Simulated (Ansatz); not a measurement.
# AlH₅SSi: vertical ionisation energy

Aim: the vertical ionisation energy of AlH₅SSi, as cation minus neutral at the neutral's geometry, on several levels, and how well −ε(HOMO) stands in for it.

Computed with Ansatz 0.2.0, Gaussian basis. Level: unrestricted cation, the program's frozen cores in correlated methods.

Plan: UKS PBE-D4/def2-TZVPP; UKS r2SCAN-D4/def2-TZVPP; UKS PBE0-D4/def2-TZVPP; UKS B3LYP-D4/def2-TZVPP; UKS wB97X-V/def2-TZVPP; UKS wB97M-V/def2-TZVPP; UKS B2PLYP/def2-TZVPP; UHF-CCSD(T)/def2-TZVPP; UHF-MP2/def2-QZVPP; extrapolation to the limit; then −ε(HOMO) from the neutral's earlier runs with LDA (SPW92), PBE-D4, revPBE-D4, BLYP-D4, r2SCAN-D4, B97M-V, PBE0-D4, B3LYP-D4, r2SCANh-D4, r2SCAN0-D4, HSE06-D4, BHLYP-D4, CAM-B3LYP-D4, LC-ωPBE, ωB97X-V, ωB97M-V.

**1. The relaxed structure**

All runs share one geometry, relaxed beforehand with PBE0-D4 in a triple-zeta def2 set.

8 atoms, charge 0, spin multiplicity 1.

Atoms are counted from 1 here; the program's logs count them from 0.

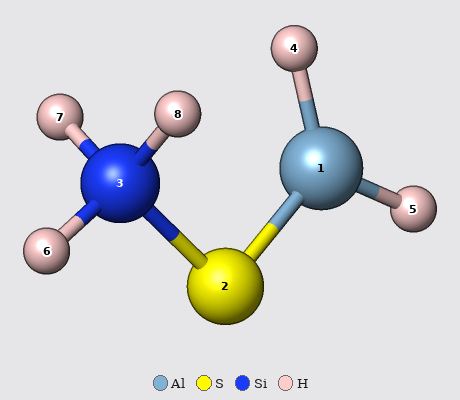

The geometry (aluminium light blue, sulfur yellow, silicon blue, hydrogen pink); atoms are numbered from 1 in the order of the file.

**2. Cation, UKS PBE-D4/def2-TZVPP**

File in.yaml:

```yaml
crystal:
  periodic: [false, false, false]
  atoms:
    - {symbol: Al, position_ang: [-0.555523, 1.279904, -1.211223]}
    - {symbol: S, position_ang: [0.804843, -0.422885, -1.185303]}
    - {symbol: Si, position_ang: [0.508066, -1.035553, 0.844835]}
    - {symbol: H, position_ang: [-1.349116, 1.626687, 0.112848]}
    - {symbol: H, position_ang: [-0.678892, 2.083866, -2.563598]}
    - {symbol: H, position_ang: [1.374974, -2.219474, 1.061493]}
    - {symbol: H, position_ang: [-0.907390, -1.408684, 1.092095]}
    - {symbol: H, position_ang: [0.895136, 0.039140, 1.792952]}
basis:
  gaussian: {orbitals: def2-TZVPP}
total_charge: 1
magnetization: {spin_polarized: true, initial_magnetization: 1}
hamiltonian: {xc: pbe, dispersion: d4}
```

Launch:

```sh
> ansatz run in.yaml --threads 2 --pin off --events-out ev --progress --plain --max-ram 4352MiB
```

The program printed:

```text
Functional definition: PBE
  name "PBE"
  cite "Perdew, Burke & Ernzerhof, Phys. Rev. Lett. 77, 3865 (1996) doi:10.1103/PhysRevLett.77.3865"
  parent pbe
  parameter kappa = 0.804
  parameter beta = 0.06672455060314922
  exchange = pbe_x(kappa = kappa, mu = beta*pi^2/3)
  correlation = pbe_c(beta = beta)
1136 factors; their error is unknown
mean field evaluation 1: about -25364.2915 eV, gradient 2.9e1 eV
mean field evaluation 2: about -25312.3989 eV, gradient 8.0e1 eV
mean field evaluation 4: about -25368.5818 eV, gradient 1.2e1 eV
mean field evaluation 8: about -25368.1596 eV, gradient 1.4e1 eV
mean field evaluation 16: about -25371.0401 eV, gradient 1.8e-2 eV
mean field evaluation 32: about -25371.0395 eV, gradient 2.7e-2 eV
mean field -25371.04012135 eV, -932.3685273509 hartree, gradient 4.0e-5 eV, S^2 0.753528; 8 other end points of the search recorded, 0 dependent functions left out
reference -25371.04017002 eV, -932.3685291395 hartree; 24, 23 occupied and 172, 173 virtual orbitals, 1136 factors
Total energy: -25371.19573225 eV, -932.3742459462 hartree
```

Run time: 11 s. Hardware: 2 threads of Intel Xeon at 2.80GHz, shared host; peak memory 0.53 GiB.

Less the neutral's -25380.8460 eV (earlier run), this gives 9.650 eV. ⟨S²⟩ = 0.754.

**3. Cation, UKS r2SCAN-D4/def2-TZVPP**

Edit in.yaml of step 2 so:

```diff
@@ -15,2 +15,2 @@
 magnetization: {spin_polarized: true, initial_magnetization: 1}
-hamiltonian: {xc: pbe, dispersion: d4}
+hamiltonian: {xc: r2scan, dispersion: d4}
```

Same command.

The program printed, cut to the lines that bear on the results:

```text
Functional definition: r2SCAN
  name "r2SCAN"
  cite "Furness, Kaplan, Ning, Perdew & Sun, J. Phys. Chem. Lett. 11, 8208 (2020) doi:10.1021/acs.jpclett.0c02405"
  cite "Furness, Kaplan, Ning, Perdew & Sun, J. Phys. Chem. Lett. 11, 9248 (2020) doi:10.1021/acs.jpclett.0c03077"
  parent r2scan
[...]
1136 factors; their error is unknown
[...]
mean field -25381.49546470 eV, -932.7527541320 hartree, gradient 1.0e-5 eV, S^2 0.758404; 7 other end points of the search recorded, 0 dependent functions left out
reference -25381.49548255 eV, -932.7527547882 hartree; 24, 23 occupied and 172, 173 virtual orbitals, 1136 factors
Total energy: -25381.52962389 eV, -932.7540094592 hartree
```

It took 19 s on 2 threads of Intel Xeon at 2.80GHz, shared host; peak memory 0.56 GiB.

Less the neutral's -25391.3151 eV (earlier run), this gives 9.785 eV. ⟨S²⟩ = 0.758.

**4. Cation, UKS PBE0-D4/def2-TZVPP**

Edit in.yaml of step 3 so:

```diff
@@ -15,2 +15,2 @@
 magnetization: {spin_polarized: true, initial_magnetization: 1}
-hamiltonian: {xc: r2scan, dispersion: d4}
+hamiltonian: {xc: pbe0, dispersion: d4}
```

Same command.

The program printed:

```text
Functional definition: PBE0
  name "PBE0"
  cite "Adamo & Barone, J. Chem. Phys. 110, 6158 (1999) doi:10.1063/1.478522"
  cite "Perdew, Burke & Ernzerhof, Phys. Rev. Lett. 77, 3865 (1996) doi:10.1103/PhysRevLett.77.3865"
  parent pbe
  parameter a = 0.25
  parameter kappa = 0.804
  parameter beta = 0.06672455060314922
  exchange = (1 - a)*pbe_x(kappa = kappa, mu = beta*pi^2/3) + a*exact_x
  correlation = pbe_c(beta = beta)
1201 factors; their error is unknown
mean field evaluation 1: about -25368.1319 eV, gradient 2.4e1 eV
mean field evaluation 2: about -25355.4897 eV, gradient 4.9e1 eV
mean field evaluation 4: about -25372.9482 eV, gradient 7.3e0 eV
mean field evaluation 8: about -25373.3332 eV, gradient 1.8e-1 eV
mean field evaluation 16: about -25373.3667 eV, gradient 5.0e-4 eV
mean field evaluation 32: about -25373.2475 eV, gradient 9.6e-1 eV
mean field -25373.36668616 eV, -932.4540270307 hartree, gradient 2.2e-5 eV, S^2 0.756571; 5 other end points of the search recorded, 0 dependent functions left out
reference -25373.36672304 eV, -932.4540283861 hartree; 24, 23 occupied and 172, 173 virtual orbitals, 1201 factors
Total energy: -25373.49882140 eV, -932.4588829111 hartree
```

Run time: 11 s. Hardware: 2 threads of Intel Xeon at 2.80GHz, shared host; peak memory 0.62 GiB.

The neutral molecule at this level: -25383.3176 eV. Difference: 9.819 eV. ⟨S²⟩ = 0.757.

**5. Cation, UKS B3LYP-D4/def2-TZVPP**

Edit in.yaml of step 4 so:

```diff
@@ -15,2 +15,2 @@
 magnetization: {spin_polarized: true, initial_magnetization: 1}
-hamiltonian: {xc: pbe0, dispersion: d4}
+hamiltonian: {xc: {name: B3LYP}, dispersion: d4}
```

The command is unchanged.

The program printed, cut to the lines that bear on the results:

```text
Functional definition: B3LYP
  name "B3LYP"
  cite "Stephens, Devlin, Chabalowski & Frisch, J. Phys. Chem. 98, 11623 (1994) doi:10.1021/j100096a001"
  cite "Becke, Phys. Rev. A 38, 3098 (1988) doi:10.1103/PhysRevA.38.3098"
  cite "Lee, Yang & Parr, Phys. Rev. B 37, 785 (1988) doi:10.1103/PhysRevB.37.785"
  cite "Vosko, Wilk & Nusair, Can. J. Phys. 58, 1200 (1980) doi:10.1139/p80-159"
[...]
1175 factors; their error is unknown
[...]
mean field -25385.59261260 eV, -932.9033215404 hartree, gradient 9.3e-6 eV, S^2 0.755305; 5 other end points of the search recorded, 0 dependent functions left out
reference -25385.59290411 eV, -932.9033322533 hartree; 24, 23 occupied and 172, 173 virtual orbitals, 1175 factors
Total energy: -25385.84895149 eV, -932.9127418210 hartree
```

It took 13 s on 2 threads of Intel Xeon at 2.80GHz, shared host; peak memory 0.63 GiB.

The neutral molecule at this level: -25395.6964 eV. Difference: 9.847 eV. ⟨S²⟩ = 0.755.

**6. Cation, UKS wB97X-V/def2-TZVPP**

Edit in.yaml of step 5 so:

```diff
@@ -15,2 +15,2 @@
 magnetization: {spin_polarized: true, initial_magnetization: 1}
-hamiltonian: {xc: {name: B3LYP}, dispersion: d4}
+hamiltonian: {xc: {name: wB97X-V}}
```

Same command.

The program printed, cut to the lines that bear on the results:

```text
Functional definition: wB97X-V
  name "wB97X-V"
  cite "Mardirossian & Head-Gordon, Phys. Chem. Chem. Phys. 16, 9904 (2014) doi:10.1039/C3CP54374A"
  cite "Becke, J. Chem. Phys. 107, 8554 (1997) doi:10.1063/1.475007"
  cite "Vydrov & Van Voorhis, J. Chem. Phys. 133, 244103 (2010) doi:10.1063/1.3521275"
[...]
      + integral(e_c_pw_opposite_spin*poly(b97_u_opposite, cos0, cos1)) + vv10(b, c)
1165 factors; their error is unknown
265 factors; integrals over basis functions are off by at most 1.2e-5 eV
[...]
mean field -25379.69850876 eV, -932.6867172195 hartree, gradient 3.4e-5 eV, S^2 0.755182; 4 other end points of the search recorded, 0 dependent functions left out
reference -25379.69850643 eV, -932.6867171339 hartree; 24, 23 occupied and 172, 173 virtual orbitals, 1165 factors
Total energy: -25379.69850643 eV, -932.6867171339 hartree
```

It took 33 s on 2 threads of Intel Xeon at 2.80GHz, shared host; peak memory 1 GiB.

Less the neutral's -25389.6105 eV (earlier run), this gives 9.912 eV. ⟨S²⟩ = 0.755.

**7. Cation, UKS wB97M-V/def2-TZVPP**

Edit in.yaml of step 6 so:

```diff
@@ -15,2 +15,2 @@
 magnetization: {spin_polarized: true, initial_magnetization: 1}
-hamiltonian: {xc: {name: wB97X-V}}
+hamiltonian: {xc: {name: wB97M-V}}
```

Launched as before.

The program printed, cut to the lines that bear on the results:

```text
Functional definition: wB97M-V
  name "wB97M-V"
  cite "Mardirossian & Head-Gordon, J. Chem. Phys. 144, 214110 (2016) doi:10.1063/1.4952647"
  cite "Becke, J. Chem. Phys. 107, 8554 (1997) doi:10.1063/1.475007"
  cite "Vydrov & Van Voorhis, J. Chem. Phys. 133, 244103 (2010) doi:10.1063/1.3521275"
  # Of w^i u^j: cxij and so on, Table III.
[...]
  gx(w, u) = 1 - cx + cx01*u + cx10*w
  gss(w, u) = css00 + css04*u^4 + css10*w + css20*w^2 + css43*w^4*u^3
  gos(w, u) = cos00 + cos10*w + (cos20 + cos21*u)*w^2 + (cos60 + cos61*u)*w^6
[...]
      + integral(e_c_pw_mod_opposite_spin*gos(b97_w_opposite, b97_u_opposite)) + vv10(b, c)
1149 factors; their error is unknown
265 factors; integrals over basis functions are off by at most 1.2e-5 eV
[...]
mean field -25381.62236459 eV, -932.7574176170 hartree, gradient 3.5e-5 eV, S^2 0.753859; 4 other end points of the search recorded, 0 dependent functions left out
reference -25381.62242223 eV, -932.7574197354 hartree; 24, 23 occupied and 172, 173 virtual orbitals, 1149 factors
Total energy: -25381.62242223 eV, -932.7574197354 hartree
```

Run time: 34 s. Hardware: 2 threads of Intel Xeon at 2.80GHz, shared host; peak memory 1.1 GiB.

The neutral molecule at this level: -25391.5266 eV. Difference: 9.904 eV. ⟨S²⟩ = 0.754.

**8. Cation, UKS B2PLYP (frozen core)/def2-TZVPP**

Edit in.yaml of step 7 so:

```diff
@@ -15,2 +15,2 @@
 magnetization: {spin_polarized: true, initial_magnetization: 1}
-hamiltonian: {xc: {name: wB97M-V}}
+hamiltonian: {xc: {name: B2PLYP}}
```

Launched as before.

The program printed, cut to the lines that bear on the results:

```text
Functional definition: B2PLYP
  name "B2PLYP"
  cite "Grimme, J. Chem. Phys. 124, 034108 (2006) doi:10.1063/1.2148954"
  cite "Becke, Phys. Rev. A 38, 3098 (1988) doi:10.1103/PhysRevA.38.3098"
  cite "Lee, Yang & Parr, Phys. Rev. B 37, 785 (1988) doi:10.1103/PhysRevB.37.785"
[...]
1111 factors; integrals over basis functions are off by at most 1.3e-3 eV
[...]
mean field -25370.49838686 eV, -932.3486189756 hartree, gradient 4.9e-6 eV, S^2 0.758185; 4 other end points of the search recorded, 0 dependent functions left out
15 core orbitals not correlated: weight in the atoms' cores, before any rotation towards them, 1.000 or more for the frozen orbitals, at most 0.000 for the correlated occupied ones
reference -25370.49857190 eV, -932.3486257758 hartree; 9, 8 occupied and 172, 173 virtual orbitals, 1111 factors
second order -11.64024466 eV of doubles, -0.00000000 eV of singles
Total energy: -25373.64143796 eV, -932.4641239731 hartree
```

Run time: 13 s. Hardware: 2 threads of Intel Xeon at 2.80GHz, shared host; peak memory 0.61 GiB.

The neutral molecule at this level: -25383.4841 eV. Difference: 9.843 eV. ⟨S²⟩ = 0.758.

**9. Cation, UHF-CCSD(T)/def2-TZVPP**

Edit in.yaml of step 8 so:

```diff
@@ -15,2 +15,3 @@
 magnetization: {spin_polarized: true, initial_magnetization: 1}
-hamiltonian: {xc: {name: B2PLYP}}
+correlation: {method: ccsd_t}
+scf: {omitted_lower_state_checks: [cluster_reference]}
```

The command is unchanged.

The program printed, cut to the lines that bear on the results:

```text
Functional definition: HF
  name "HF"
  cite "Fock, Z. Phys. 61, 126 (1930) doi:10.1007/BF01340294"
  parent pbe
[...]
1111 factors; integrals over basis functions are off by at most 1.3e-3 eV
[...]
mean field -25335.31839536 eV, -931.0557781340 hartree, gradient 3.8e-6 eV, S^2 0.763480; 5 other end points of the search recorded, 0 dependent functions left out
15 core orbitals not correlated: weight in the atoms' cores, before any rotation towards them, 1.000 or more for the frozen orbitals, at most 0.000 for the correlated occupied ones
reference -25335.31839536 eV, -931.0557781340 hartree; 9, 8 occupied and 172, 173 virtual orbitals, 1111 factors
second order -9.29546520 eV of doubles, -0.00000000 eV of singles
cycle   1  -10.43480092 eV  change    -1.1e0 eV  update   8.6e-2
[...]
cycle  11  -10.92040770 eV  change   -1.7e-6 eV  update   9.6e-6
perturbative correction -0.38458663 eV, -0.0141332978 hartree
Total energy: -25346.62338969 eV, -931.4712290126 hartree
Checks for a lower state left out: cluster_reference
```

Wall time 4.8 min (2 threads of Intel Xeon at 2.80GHz, shared host); peak memory 1.9 GiB.

Less the neutral's -25356.5185 eV (earlier run), this gives 9.895 eV. ⟨S²⟩ = 0.763. T1 = 0.020 (report).

**10. Cation, UHF-MP2/def2-QZVPP**

Edit in.yaml of step 9 so:

```diff
@@ -12,6 +12,6 @@
 basis:
-  gaussian: {orbitals: def2-TZVPP}
+  gaussian: {orbitals: "def2-QZVPP.json"}
 total_charge: 1
 magnetization: {spin_polarized: true, initial_magnetization: 1}
-correlation: {method: ccsd_t}
+correlation: {method: mp2}
 scf: {omitted_lower_state_checks: [cluster_reference]}
```

The command is unchanged.

The program printed, cut to the lines that bear on the results:

```text
Functional definition: HF
  name "HF"
  cite "Fock, Z. Phys. 61, 126 (1930) doi:10.1007/BF01340294"
  parent pbe
[...]
2093 factors; integrals over basis functions are off by at most 1.0e-3 eV
[...]
mean field -25336.08309412 eV, -931.0838802952 hartree, gradient 5.8e-6 eV, S^2 0.763888; 5 other end points of the search recorded, 0 dependent functions left out
15 core orbitals not correlated: weight in the atoms' cores, before any rotation towards them, 1.000 or more for the frozen orbitals, at most 0.000 for the correlated occupied ones
reference -25336.08309412 eV, -931.0838802952 hartree; 9, 8 occupied and 336, 337 virtual orbitals, 2093 factors
second order -10.06570375 eV of doubles, -0.00000000 eV of singles
Total energy: -25346.14879788 eV, -931.4537880852 hartree
Checks for a lower state left out: cluster_reference
```

It took 2.8 min on 2 threads of Intel Xeon at 2.80GHz, shared host; peak memory 1.6 GiB.

Less the neutral's -25356.2684 eV (earlier run), this gives 10.120 eV. ⟨S²⟩ = 0.764.

**11. Extrapolating to the complete basis**

No new run: Hartree-Fock is extrapolated as exp(−7.88√X) and correlation as X^−2.97, with X = 3 and 4; only MP2 was run in the larger set, so CCSD(T) minus MP2 is added from the smaller one.

```csv
level,energy at the limit (eV)
HF,-25336.1884
MP2,-25346.8247
CCSD,-25348.4496
CCSD(T),-25348.8342
```

The neutral's limit, from its own earlier runs, is -25358.8765 eV in the additive form (MP2 limit plus CCSD(T) minus MP2 in triple zeta), in which the cation has -25348.8342 eV.

**12. Ionisation energies side by side**

Differences are taken before rounding.

```csv
method,ionisation energy (eV),from CCSD(T)/CBS (eV),time
PBE-D4,9.65,-0.39,13 s
r2SCAN-D4,9.79,-0.26,23 s
PBE0-D4,9.82,-0.22,13 s
B3LYP-D4,9.85,-0.19,16 s
ωB97X-V,9.91,-0.13,39 s
ωB97M-V,9.90,-0.14,43 s
B2PLYP,9.84,-0.20,16 s
HF/def2-TZVPP,8.84,-1.20,
MP2/def2-TZVPP,10.04,0.00,
CCSD/def2-TZVPP,9.82,-0.23,
CCSD(T)/def2-TZVPP,9.90,-0.15,5.2 min
CCSD(T)/CBS,10.04,0,8.2 min
```

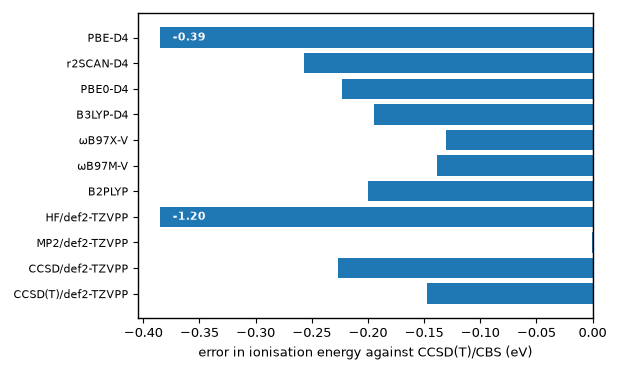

How far each level lands from CCSD(T)/CBS. Bars with a number in them are cut short.

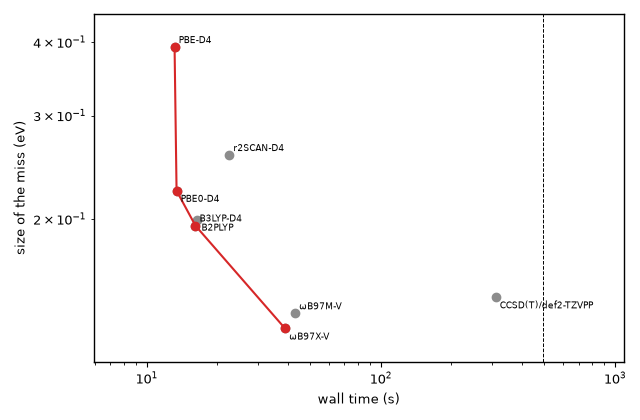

Miss against cost. Red marks the levels that no quicker level drawn beats (of those quicker than the yardstick), and the dashed line is the time of CCSD(T)/CBS. Times are from a shared host.

Times add the cation's run and the neutral's; HF, MP2 and CCSD come out of the CCSD(T) runs.

For comparison, −ε(HOMO) of the neutral from earlier runs:

```csv
functional,−ε(HOMO) (eV),by energy difference (eV)
LDA (SPW92),6.73,
PBE-D4,6.64,9.65
revPBE-D4,6.60,
BLYP-D4,6.46,
r2SCAN-D4,6.92,9.79
B97M-V,7.05,
PBE0-D4,7.78,9.82
B3LYP-D4,7.53,9.85
r2SCANh-D4,7.34,
r2SCAN0-D4,7.97,
HSE06-D4,7.38,
BHLYP-D4,8.76,
CAM-B3LYP-D4,9.03,
LC-ωPBE,10.42,
ωB97X-V,10.07,9.91
ωB97M-V,9.92,9.90
```

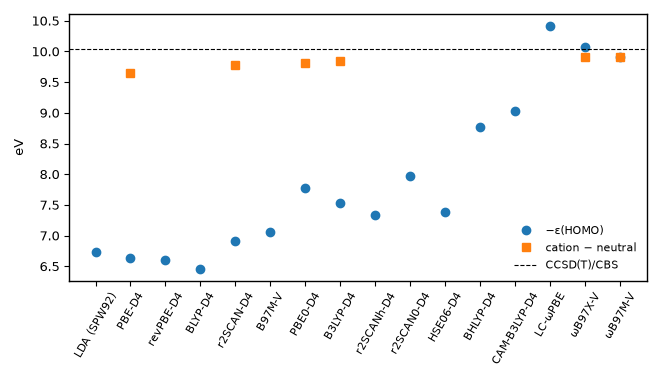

Orbital estimates and energy differences by functional.

**13. Results**

| quantity | value |
| --- | --- |
| ionisation energy, CCSD(T)/CBS | 10.04 eV |
| nearest functional by difference | ωB97X-V (-0.13 eV) |
| nearest −ε(HOMO) | ωB97X-V (+0.03 eV) |
| −ε(HOMO) of PBE | 6.64 eV |
| T1 of the cation | 0.020 |

In words: By cation minus neutral, the functionals miss by 0.39 eV at most. −ε(HOMO) of PBE misses by 3.4 eV, since self-interaction lifts the level. Among orbital estimates ωB97X-V comes nearest. Hartree-Fock falls 1.20 eV short, as the neutral has more correlation energy than the cation.

For cost: ωB97X-V gets within 0.13 eV in 39 s, where CCSD(T)/CBS took 8.2 min; the quickest level in the cost chart, PBE-D4, takes 13 s and misses by 0.39 eV.
